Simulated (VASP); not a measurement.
Band structure of BN (space group Fmm2). Computed with LDA (Ceperley-Alder, Perdew-Zunger), VASP's LDA PAW potentials (set 64) (plane waves; VASP).

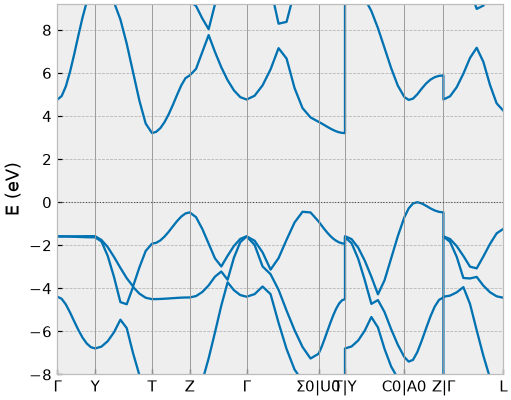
Figure: Bands along high-symmetry lines, zero at the valence-band maximum or, without a gap, the Fermi level

### Question
Read the plot: is there a gap, and where are the band edges?

### Answer
The gap is indirect, 3.21 eV, from the valence maximum at A0-Z at 0.33 to the conduction minimum at T. (Edges off the drawn lines would not show.)

The structure comes from a computed database's BN entry (Fmm2); how it stands against other phases isn't given here. It was relaxed first, which changed the volume by -8 %.
